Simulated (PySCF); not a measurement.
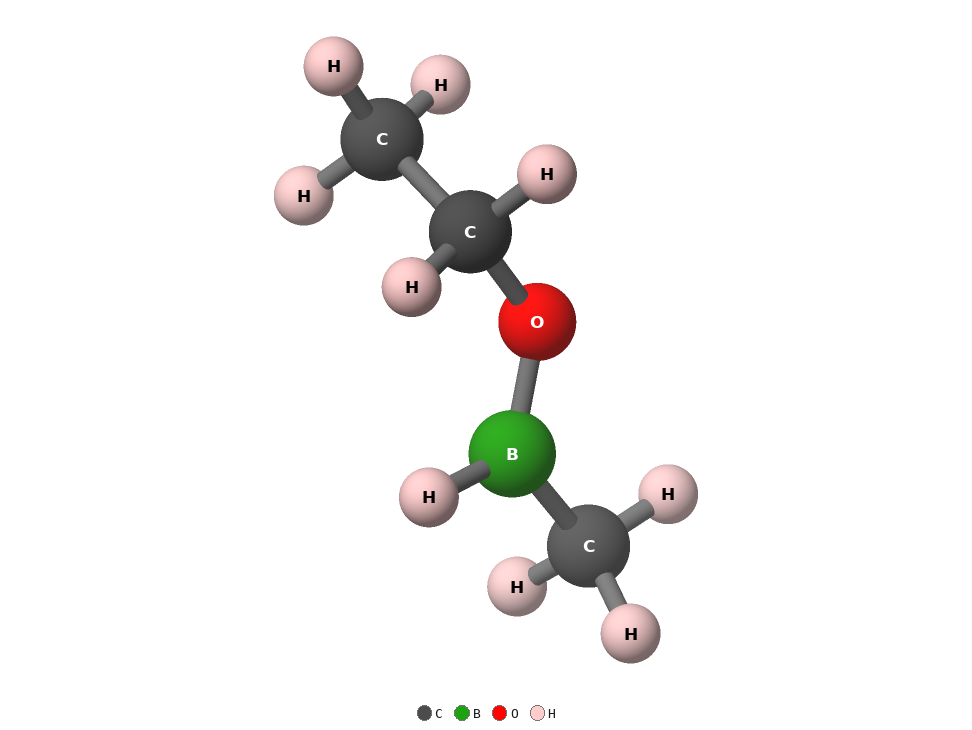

Ball-and-stick drawing of a structure. Every bond is drawn as one stick, whatever its order.

The computed structure is the end point of a PBE0-D3(BJ)/def2-SVP optimisation. No frequency run is at hand to confirm it as a minimum.

Describe the molecule.

It has 14 atoms: 3 carbon, 9 hydrogen, 1 boron and 1 oxygen (C3H9BO). As SMILES it reads `CBOCC`. It has no ring. Among its groups: B–H bond. This geometry has C1 symmetry. Coordination: 3 C tetrahedral; 1 B trigonal planar; 1 O bent.

The parts below concern this one geometry. Atoms keep their numbers from picture to picture.

### Geometry

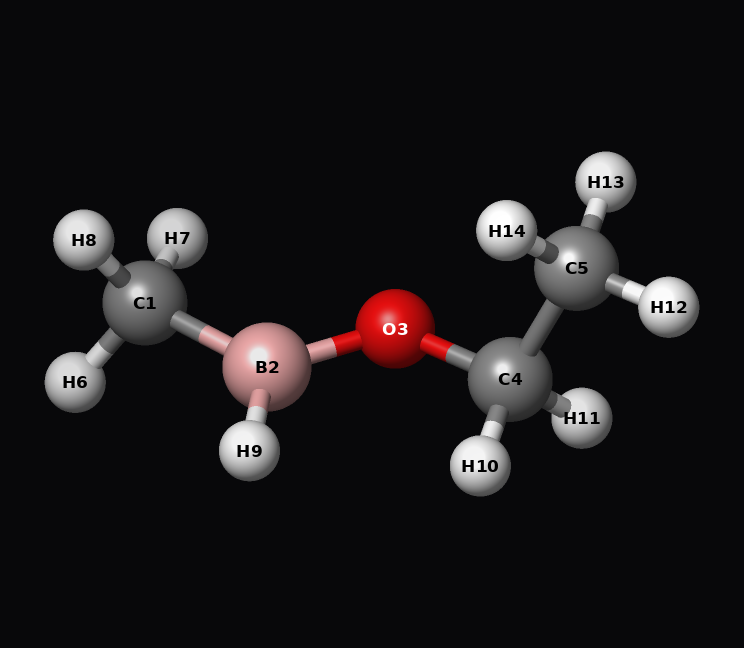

Atoms carry their numbers in the input. No frequency run is at hand to confirm it as a minimum.

Give the bond lengths.

```csv
bond,length (Å),order
C1–B2,1.565,single
C1–H6,1.102,single
C1–H7,1.100,single
C1–H8,1.105,single
B2–O3,1.347,single
B2–H9,1.221,single
O3–C4,1.411,single
C4–C5,1.512,single
C4–H10,1.105,single
C4–H11,1.103,single
C5–H12,1.101,single
C5–H13,1.100,single
C5–H14,1.101,single
```

### Core levels

No frequency run is at hand to confirm it as a minimum. Properties computed with delta-SCF UKS SCAN, pcX-2 on the ionised atom, pcseg-1 elsewhere, spin-free X2C (PySCF 2.14.0).

Give the core-electron binding energies (to vacuum) of C1 1s, B2 1s, O3 1s, C4 1s, C5 1s.

```
atom  level  binding energy (eV)
  C1     1s                290.0
  B2     1s                196.2
  O3     1s                538.5
  C4     1s                292.3
  C5     1s                290.9
```

### Levels of theory compared

No frequency run is at hand to confirm it as a minimum. Program: PySCF 2.14.0.

At this fixed geometry, give HOMO energy (eV), HOMO–LUMO gap (eV) at these levels: B3LYP/pcSseg-1; B97-D/pcSseg-1; BLYP/pcSseg-1; BP86/pcSseg-1; KT2/pcSseg-1; KT3/pcSseg-1; LDA/pcSseg-1; OPBE/pcSseg-1; PBE/pcSseg-1.

```csv
level,HOMO energy (eV),HOMO–LUMO gap (eV)
B3LYP/pcSseg-1,−8.10,8.18
B97-D/pcSseg-1,−6.86,6.35
BLYP/pcSseg-1,−6.75,6.20
BP86/pcSseg-1,−6.94,6.21
KT2/pcSseg-1,−6.95,6.24
KT3/pcSseg-1,−6.99,6.34
LDA/pcSseg-1,−6.91,5.97
OPBE/pcSseg-1,−6.78,6.26
PBE/pcSseg-1,−6.83,6.13
```

### NMR shielding

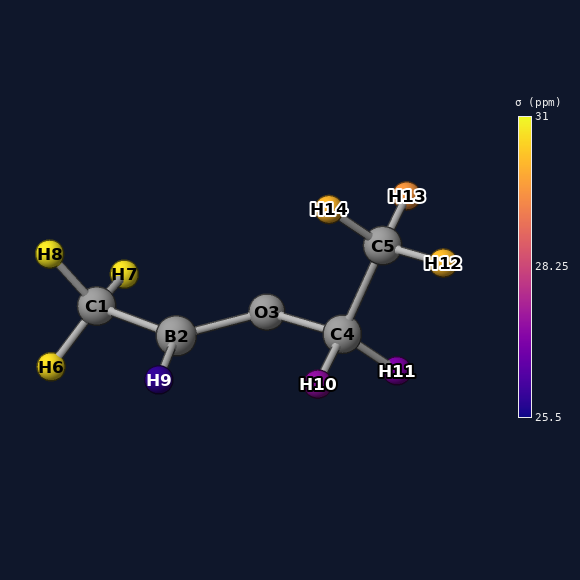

Atoms are coloured by their isotropic NMR shieldings (H only, the others grey). No frequency run is at hand to confirm it as a minimum. Method: GIAO OPBE/pcSseg-1 NMR shielding, non-relativistic, gas phase (PySCF 2.14.0).

Give the isotropic NMR shieldings of the H atoms atom by atom.

| atom | σ (ppm) |
| --- | --- |
| H6 | 30.64 |
| H7 | 30.71 |
| H8 | 30.78 |
| H9 | 25.87 |
| H10 | 27.20 |
| H11 | 26.91 |
| H12 | 30.19 |
| H13 | 29.65 |
| H14 | 30.14 |
